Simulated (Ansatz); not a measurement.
# Zn3CdO: further runs on a relaxed guess

Aim: for this structure of Zn3CdO, compute bands, density of states and charges.

Computed with Ansatz 0.2.0 (DFT PBE, scalar-relativistic, plane waves, PAW, unless a step's input says otherwise).

### 1 The structure to begin with

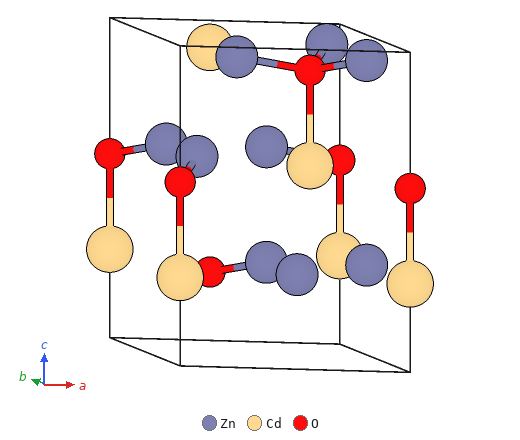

Start, viewed slightly off an axis; zinc blue, cadmium orange, oxygen red. The cell drawn here is the conventional one.

As a file:

```
CELL_PARAMETERS angstrom
2.95163 1.70412 2.69351
-2.95163 1.70412 2.69351
0.00000 -3.40825 2.69351
ATOMIC_POSITIONS crystal
Zn 0.24939 0.81334 0.81334
Zn 0.81334 0.81334 0.24939
Zn 0.81334 0.24939 0.81334
Cd 0.27652 0.27652 0.27652
O 0.57458 0.57458 0.57458
```

The cell was relaxed beforehand at this level, from a database cell with other species swapped in; it needn't be the stable form of this composition. At a tolerance of 0.05 Å it has space group R3m (No. 160); it has 16.26 Å³/atom, an uncorrected energy of -0.33 eV/atom over the elements.

### 2 Electronic structure at the relaxed geometry

Input file input.yaml:

```yaml
crystal:
  lattice:
    - [2.9516292845, 1.704123962, 2.6935124816]
    - [-2.9516292845, 1.704123962, 2.6935124816]
    - [0.0, -3.4082479239, 2.6935124817]
  atoms:
    - { symbol: Zn, position: [0.2493925278, 0.8133415057, 0.8133415057] }
    - { symbol: Zn, position: [0.8133415057, 0.8133415057, 0.2493925278] }
    - { symbol: Zn, position: [0.8133415057, 0.2493925278, 0.8133415057] }
    - { symbol: Cd, position: [0.2765183937, 0.2765183937, 0.2765183937] }
    - { symbol: O, position: [0.5745814273, 0.5745814273, 0.5745814273] }
basis:
  ecutwfc: 420
kpoints:
  mp_grid: { grid: [12, 12, 12] }
  band_path:
    path:
      - [[0.0, 0.0, 0.0], [0.5, 0.5, 0.5], [0.5664797, 0.4335203, 0.5]]
      - [[0.5, -0.4335203, 0.4335203], [0.5, 0.0, 0.0], [0.0, 0.0, 0.0], [0.46676015, -0.46676015, 0.0]]
      - [[0.53323985, 0.0, 0.46676015], [0.5, 0.0, 0.5], [0.0, 0.0, 0.0]]
    npoints: 14
hamiltonian:
  xc: pbe
scf:
  occupations: { method: gaussian, width: 0.1 }
  n_extra_bands: 12
output:
  forces: true
  stress: true
  eigenvalues: true
  populations: true
  dos: { projected: true, de: 0.02, nscf_kmesh: { grid: [15, 15, 15] } }
  bader: true
  write_density: true
  write_potential: true
  elf: true
  volumetric_format: npy
```

The run is started by

```sh
ansatz run input.yaml --threads 1 --pin off --max-ram 2560MiB --backend cpu --events-out ev --progress --plain --runs-dir out
```

The program printed:

```text
Warning: RAYON_NUM_THREADS=1 ignored (pool sized by the plan → 1); use --threads N
scf.n_extra_bands = 12 over 31 filled bands (N_el = 62.0): the run solves 43 bands
Engine: ansatz 0.2.0, x86_64-unknown-linux-gnu
Pseudopotentials: kind: paw
Pseudopotential: Zn, paw, valence charge 12, recommended cutoff 420 eV (normal), Zn.paw.azcp
Pseudopotential: Cd, paw, valence charge 20, recommended cutoff 420 eV (normal), Cd.paw.azcp
Pseudopotential: O, paw, valence charge 6, recommended cutoff 420 eV (normal), O.paw.azcp
Functional definition: PBE
  parameter kappa = 0.804
  parameter beta = 0.06672455060314922
  exchange = pbe_x(kappa = kappa, mu = beta*pi^2/3)
  correlation = pbe_c(beta = beta)
Crystal: 5 atoms, lattice volume = 81.289 Å³
Basis set: ecut = 420 eV, 1587 PW (Γ), exchange–correlation on 60×60×60 points (8 copies of the dense FFT grid, shifted against one another)
Bands: 43, of which v1, the nominal top of the filled ones, is band 31 counted from 1 (30 counted from 0)
Symmetry: 6 space group operations
Space group: R3m (ITA 160), of the structure as read, at distance tolerance 4.3e-5 Å
k-points: 189 of 1728 (time reversal used)
Non-local potential: Zn, projectors of the file, l = 0: 2, l = 1: 2, l = 2: 3, l = 3: 1
Non-local potential: Cd, projectors of the file, l = 0: 3, l = 1: 2, l = 2: 2, l = 3: 1
Non-local potential: O, projectors of the file, l = 0: 2, l = 1: 2, l = 2: 1
PAW form: soft (Blöchl's): semilocal exchange-correlation on the pseudo side does not see the compensation charge
PAW one-centre angular grid: Zn, 590 points (default); XC on 64 Gauss nodes
PAW one-centre angular grid: Cd, 590 points (default); XC on 64 Gauss nodes
PAW one-centre angular grid: O, 110 points (default); XC on 64 Gauss nodes
Initial density: superposition of atomic densities (neutral atoms: chi_scale 0, normalization atom), corrected by the library's trained network
Initial wavefunctions: pseudopotential atomic-orbital guess
Functional: x = pbe(κ = 0.804, μ = 0.2195149727645171), c = pbe(β = 0.06672455060314922)
SCF iter   1: F=—  HF=-18778.158875 eV  |F-HF|=—  |Δ(HF+E_count)|=         —  Δρ=3.71e-3  dr2=8.98e-3  ethr=1.77e-3  ⟨swp⟩=6.6  Hψ=33562  notcnv=0  defer=355
preconditioner: auto → Kerker (q_TF=auto, 2.608 Å⁻¹)  [metal: Δε(μ)=0.021 eV  Ē_g=13.972 eV  σ=0.100 eV  W_gap=0.12  n_scr=26 (ndim 8)  ℏωp=30.3 eV  f_vac=0.000  D(μ)=1.21/eV (n_scr^D=6)]
SCF iter   2: F=—  HF=-18778.159041 eV  |F-HF|=—  |Δ(HF+E_count)|=   1.66e-4  Δρ=1.95e-3  dr2=3.04e-3  ethr=1.45e-5  ⟨swp⟩=2.3  Hψ=13370  notcnv=0  defer=434
SCF iter   3: F=—  HF=-18778.158795 eV  |F-HF|=—  |Δ(HF+E_count)|=   2.45e-4  Δρ=7.37e-4  dr2=4.44e-4  ethr=4.91e-6  ⟨swp⟩=2.2  Hψ=11817  notcnv=0  defer=434
SCF iter   4: F=—  HF=-18778.158633 eV  |F-HF|=—  |Δ(HF+E_count)|=   1.62e-4  Δρ=2.91e-4  dr2=8.12e-5  ethr=7.16e-7  ⟨swp⟩=2.0  Hψ=11105  notcnv=0  defer=434
SCF iter   5: F=—  HF=-18778.158604 eV  |F-HF|=—  |Δ(HF+E_count)|=   2.92e-5  Δρ=6.61e-5  dr2=5.48e-6  ethr=1.31e-7  ⟨swp⟩=3.0  Hψ=12351  notcnv=0  defer=434
SCF iter   6: F=—  HF=-18778.158603 eV  |F-HF|=—  |Δ(HF+E_count)|=   4.70e-7  Δρ=1.80e-5  dr2=2.99e-7  ethr=8.83e-9  ⟨swp⟩=2.6  Hψ=12138  notcnv=0  defer=434
SCF iter   7: F=-18778.158603 eV  HF=-18778.158603 eV  |F-HF|=2.25e-8  |Δ(HF+E_count)|=   1.54e-9  Δρ=7.34e-6  dr2=4.40e-8  ethr=1.61e-10  ⟨swp⟩=13.5  Hψ=59141  notcnv=0
SCF 1 converged in 7 iterations: F = -18778.158603 eV  dr2 = 4.40e-8
NSCF: frozen V_eff on 101 k-points
NSCF: frozen V_eff on 344 k-points
SCF converged after 7 iterations
Free energy (F): -18778.158603 eV
Harris-Foulkes:  -18778.158603 eV  (|F-HF|=2.25e-8)
Internal energy: -18778.152525 eV  (E = F + TS)
E sigma→0 (E₀):  -18778.155564 eV
Entropy (-TS):   -0.006078 eV (-1.216 meV/atom)
Fermi energy:    10.354680 eV
--- Per-component energies (eV) ---
  E_band       = -334.174528
  E_kinetic    = 1070.214021
  E_local      = -8376.895906  (includes V_loc(G=0)·N_el)
  E_nonlocal   = 1918.319103
  E_hartree    = 3641.338297
  E_xc         = -661.353259
  E_vxc        = -470.624332  (∫ρ·V_xc dr)
  E_paw        = -9719.569201  (= ΣΔE_a)
  E_vpaw       = -1757.872972  (= ΣTr[D̂ρ^β])
  E_aug_tail   = 0.001346  (compensation charges beyond the density's cutoff)
  E_ewald      = -6650.206927
  E_smearing   = -0.006078  (= −TS)
  E_closure    = 0.000000  (closes the sum)
  Σ components = -18778.158603   (vs F -18778.158603, Δ=0.00e0)
--- Forces (eV/Å), atoms counted from 1 ---
  atom   1  Zn    -0.00146757    -0.00084730    -0.00008936
  atom   2  Zn     0.00000000     0.00169460    -0.00008936
  atom   3  Zn     0.00146757    -0.00084730    -0.00008936
  atom   4  Cd     0.00000000     0.00000000     0.00072887
  atom   5  O      0.00000000    -0.00000000    -0.00052665
  max |Σ_I F_I| component: 6.59e-5 eV/Å
--- Stress (GPa, compression-positive) ---
        0.005522       0.000000       0.000000
        0.000000       0.005522      -0.000000
        0.000000      -0.000000       0.004244
  P = ⅓ Tr σ = 0.0051 GPa (0.051 kbar)
--- Band table (eV; the first three rows and the last of 189) ---
  k-point 0: bands = ["-92.3838", "-53.4496", "-53.4496", "-53.4112", "-8.6415", "1.3715", "1.3715", "1.4454", "1.5710", "1.5710", "2.3051", "2.5702", "2.5702", "2.6518", "2.9766", "3.0779", "3.0779", "3.2631", "3.2631", "3.3376", "3.4313", "3.4313", "3.4498", "3.4799", "3.4799", "3.6878", "6.1047", "6.1047", "6.7430", "9.8290", "9.8290", "11.9375", "12.8521", "12.8521", "13.6309", "16.9608", "16.9608", "18.3178", "18.9999", "19.7827", "19.7827", "20.9572", "20.9572"]
  k-point 1: bands = ["-92.3838", "-53.4496", "-53.4496", "-53.4112", "-8.6390", "1.3770", "1.3799", "1.4525", "1.5739", "1.5742", "2.3131", "2.5197", "2.5789", "2.6889", "2.9655", "3.0791", "3.0797", "3.2528", "3.2543", "3.3895", "3.4208", "3.4256", "3.4442", "3.4737", "3.4876", "3.6811", "6.0542", "6.1057", "6.7260", "9.6718", "9.9075", "11.9261", "12.7119", "12.8534", "14.2064", "16.6335", "16.7938", "18.0338", "18.7374", "20.0314", "20.1898", "20.6614", "21.0314"]
  k-point 2: bands = ["-92.3838", "-53.4496", "-53.4496", "-53.4112", "-8.6323", "1.3933", "1.4031", "1.4695", "1.5828", "1.5829", "2.3067", "2.4793", "2.6045", "2.7445", "2.9482", "3.0720", "3.0811", "3.2258", "3.2366", "3.3878", "3.4023", "3.4274", "3.4282", "3.4619", "3.5863", "3.6650", "5.9235", "6.1088", "6.7017", "9.2020", "10.1368", "12.0389", "12.7483", "12.8541", "15.2611", "15.9348", "16.3895", "17.4605", "18.4026", "20.0173", "20.2628", "20.8787", "21.3143"]
  k-point 188: bands = ["-92.3838", "-53.4497", "-53.4497", "-53.4114", "-8.5653", "1.3799", "1.3799", "1.4791", "1.7369", "1.7369", "2.5228", "2.5407", "2.5407", "2.9125", "3.0143", "3.0143", "3.2125", "3.2351", "3.2577", "3.2577", "3.3974", "3.3974", "3.4603", "3.4603", "3.6894", "5.4309", "5.5154", "5.5154", "6.8529", "8.2114", "8.2459", "8.2459", "11.7445", "12.8034", "12.8034", "15.8211", "20.6723", "20.6723", "22.2391", "22.2544", "23.7280", "23.7280", "24.7347"]
--- Löwdin populations: 5 sites ---
  site symbol       q [e]
     0     Zn     11.2608
     1     Zn     11.2608
     2     Zn     11.2608
     3     Cd     19.3952
     4      O      7.2666
  spilling = 0.025092 (of n_electrons = 62.000000)
--- Bader charges: 5 sites ---
  site symbol  charge [e]  shift [e]
     0     Zn      0.3351     0.0030
     1     Zn      0.3351     0.0030
     2     Zn      0.3350     0.0030
     3     Cd      0.1617     0.0004
     4      O     -1.1669     0.0085
  estimated error of the sums over rays = 3.2e-4 e
```

Wall time 3.2 min (1 thread of Intel Xeon at 2.70GHz, shared host); peak memory 0.98 GiB.

Site by site:

| atom | Löwdin electrons | Bader charge (e) | Bader volume (Å³) |
| --- | --- | --- | --- |
| Zn1 | 11.26 | +0.34 | 16.0 |
| Zn2 | 11.26 | +0.34 | 16.0 |
| Zn3 | 11.26 | +0.34 | 16.0 |
| Cd4 | 19.40 | +0.16 | 21.1 |
| O5 | 7.27 | -1.17 | 12.3 |

The Löwdin counts miss 1.56 of the 62 electrons, which the atomic orbitals do not span, so they are no charges.

bands.tsv at the labelled points (eV, zero at the Fermi level; the bands nearest the Fermi level):

```tsv
point	band 28	band 29	band 30	band 31	band 32	band 33	band 34	band 35
Γ	-4.25	-3.61	-0.53	-0.53	1.58	2.50	2.50	3.28
T	-4.84	-3.50	-2.14	-2.11	-2.11	1.39	2.45	2.45
H2	-4.84	-3.65	-2.54	-1.96	-1.26	1.45	2.18	2.51
H0	-4.84	-3.65	-2.54	-1.96	-1.26	1.45	2.18	2.51
L	-4.23	-3.68	-3.27	1.39	2.27	2.34	3.03	3.64
Γ	-4.25	-3.61	-0.53	-0.53	1.58	2.50	2.50	3.28
S0	-4.76	-3.87	-1.26	-1.05	-0.14	2.92	3.68	4.68
S2	-4.76	-3.87	-1.26	-1.05	-0.14	2.92	3.68	4.68
F	-4.86	-3.87	-1.26	-0.77	-0.44	2.90	3.75	4.66
Γ	-4.25	-3.61	-0.53	-0.53	1.58	2.50	2.50	3.28
```

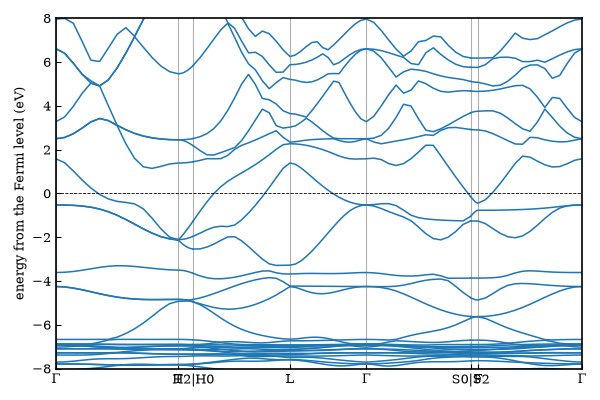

Bands along the path. Deeper bands lie below the window drawn.

States per cell in windows of 1 eV, from dos.tsv and pdos.tsv (zero at the Fermi level):

```csv
from,to,total,Zn 4s,Zn 3d,O 2p
-8,-7,20.49,0.39,18.65,0.69
-7,-6,9.54,0.45,8.61,0.10
-6,-5,1.62,0.47,0.40,0.53
-5,-4,2.74,0.53,0.45,1.45
-4,-3,2.17,0.31,0.20,1.32
-3,-2,0.81,0.23,0.05,0.23
-2,-1,1.75,0.52,0.07,0.40
-1,0,1.38,0.41,0.04,0.21
0,1,1.04,0.27,0.02,0.08
1,2,1.48,0.34,0.02,0.11
2,3,2.07,0.57,0.02,0.15
3,4,1.92,0.35,0.01,0.08
4,5,1.68,0.18,0.01,0.04
5,6,1.69,0.10,0.00,0.03
```

A further 21 or so states lie below the table's range.

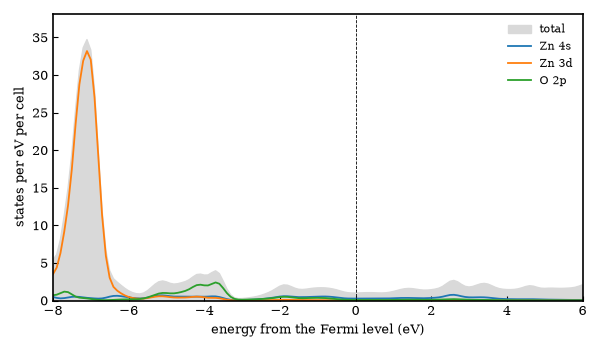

Total and projected density of states, smoothed over about 0.40 eV.

Axes a, b and c in the maps are those of this run's conventional cell (a, b, c = 5.903, 5.903, 8.081 Å).

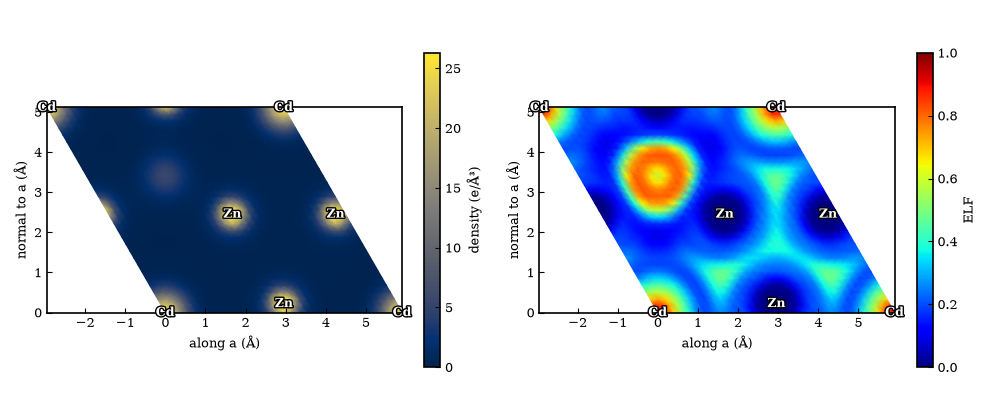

Density (left) and ELF (right) in a lattice plane of the grid's cell (edges 5.90 and 5.90 Å, at 0.277 of the third edge), which holds Zn and Cd. Only atoms in the plane are labelled; the density scale stops at 26.31 e/Å³. Both are smooth fields of the valence electrons: close to the nuclei they are not physical.

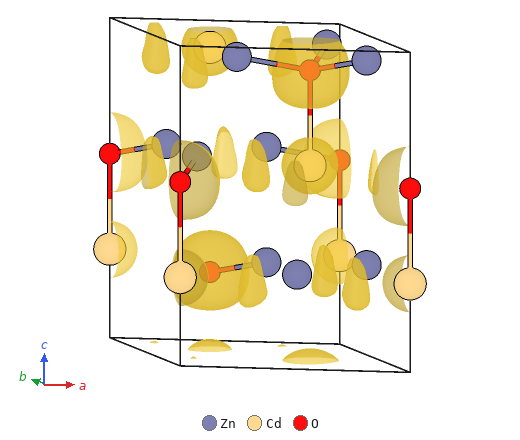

Surface of ELF = 0.43, drawn in one cell.

Maxima of ELF outside the ion cores: 0.84 in the shell around O, 0.6 Å from O; 0.49 between the atoms, 1.5 Å from Zn.

### 3 Changed: xc pbesol, ecutwfc left out

Input file input.yaml:

```yaml
crystal:
  lattice:
    - [2.9516292845, 1.704123962, 2.6935124816]
    - [-2.9516292845, 1.704123962, 2.6935124816]
    - [0.0, -3.4082479239, 2.6935124817]
  atoms:
    - { symbol: Zn, position: [0.2493925278, 0.8133415057, 0.8133415057] }
    - { symbol: Zn, position: [0.8133415057, 0.8133415057, 0.2493925278] }
    - { symbol: Zn, position: [0.8133415057, 0.2493925278, 0.8133415057] }
    - { symbol: Cd, position: [0.2765183937, 0.2765183937, 0.2765183937] }
    - { symbol: O, position: [0.5745814273, 0.5745814273, 0.5745814273] }
kpoints:
  mp_grid: { grid: [12, 12, 12] }
hamiltonian:
  xc: pbesol
scf:
  occupations: { method: gaussian, width: 0.1 }
output:
  forces: true
  eigenvalues: true
  stress: true
```

The run is started by

```sh
ansatz run input.yaml --threads 1 --pin off --max-ram 2560MiB --backend cpu --events-out ev --progress --plain --runs-dir out
```

The program printed (excerpt; [...] marks lines left out):

```text
Warning: RAYON_NUM_THREADS=1 ignored (pool sized by the plan → 1); use --threads N
[...]
[... 4 set-up lines as earlier in the session ...]
Functional definition: PBEsol
[...]
Crystal: 5 atoms, lattice volume = 81.289 Å³
Basis set: ecut = 420 eV, 1587 PW (Γ), exchange–correlation on 60×60×60 points (8 copies of the dense FFT grid, shifted against one another)
Bands: 38, of which v1, the nominal top of the filled ones, is band 31 counted from 1 (30 counted from 0)
[... 2 set-up lines as earlier in the session ...]
k-points: 189 of 1728 (time reversal used)
[...]
SCF iter   1: F=—  HF=-18586.675702 eV  |F-HF|=—  |Δ(HF+E_count)|=         —  Δρ=1.37e-2  dr2=1.38e-1  ethr=1.77e-3  ⟨swp⟩=7.0  Hψ=28362  notcnv=0  defer=9
[...]
SCF iter   8: F=-18586.648015 eV  HF=-18586.648015 eV  |F-HF|=1.47e-8  |Δ(HF+E_count)|=  2.55e-11  Δρ=5.61e-6  dr2=1.83e-8  ethr=1.61e-10  ⟨swp⟩=8.2  Hψ=32565  notcnv=0
[...]
SCF converged after 8 iterations
Free energy (F): -18586.648015 eV
[...]
E sigma→0 (E₀):  -18586.644915 eV
Entropy (-TS):   -0.006200 eV (-1.240 meV/atom)
Fermi energy:    10.163315 eV
[...]
--- Forces (eV/Å), atoms counted from 1 ---
  atom   1  Zn     0.06157216     0.03554870    -0.01767914
  atom   2  Zn     0.00000000    -0.07109740    -0.01767914
  atom   3  Zn    -0.06157216     0.03554870    -0.01767914
  atom   4  Cd     0.00000000     0.00000000     0.03324436
  atom   5  O      0.00000000     0.00000000     0.01978200
[...]
--- Stress (GPa, compression-positive) ---
       -5.046257      -0.000000       0.000000
        0.000000      -5.046257       0.000000
        0.000000       0.000000      -3.962000
  P = ⅓ Tr σ = -4.6848 GPa (-46.848 kbar)
--- Band table (eV; the first three rows and the last of 189) ---
[...]
```

It took 45 s on 1 thread of Intel Xeon at 2.70GHz, shared host; peak memory 0.68 GiB.

| run | ending | energy change | pressure (GPa) | gap (eV) | force (eV/Å) | cycles | time |
| --- | --- | --- | --- | --- | --- | --- | --- |
| step 2 | converged | - | 0.0 | 0.00 | 0.00 | 7 | 3.2 min |
| variant | converged | not comparable | -4.7 | 0.00 | 0.07 | 8 | 45 s |

Total energies don't compare across a change of functional; the pressure goes from 0.0 to -4.7 GPa and the largest force goes from 0.00 to 0.07 eV/Å. At this fixed cell a lower pressure means that this functional prefers a smaller volume than the reference.

### 4 What came out

| quantity | value |
| --- | --- |
| gap | none (metal) |
| states at the Fermi level | 0.99 per eV per cell |
| Bader charges | Zn +0.34, Cd +0.16, O -1.17 e |

**Reading.** There is no gap at this level. Bader charges reach 1.2 e, so charge transfer in this metal is strong. Spin polarisation is off in the runs that give these values; a magnetic solution could lie lower.
